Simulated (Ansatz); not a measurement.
## Response to strain in SiC

The reference is SiC in the zinc blende structure (space group F-43m, No. 216; a = 4.356 Å).

Strains are applied to the cell and any free atomic positions relax.

Method: r2SCAN in Ansatz (plane waves to 500 eV, PAW, without spin-orbit coupling).

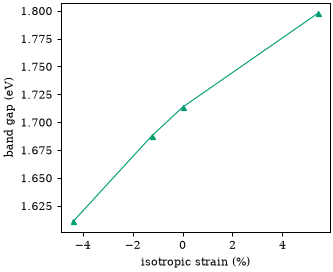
*Band gap against isotropic strain*

Problem. From the plot, what is the band gap for isotropic strain −1.24 %?

Solution. About 1.69 eV.

Problem. Is the trend monotonic over the range shown?

Solution. Yes, it rises throughout, spanning 1.61 eV to 1.80 eV.

Stability against distortions was not tested.

Ansatz is an electronic-structure program.
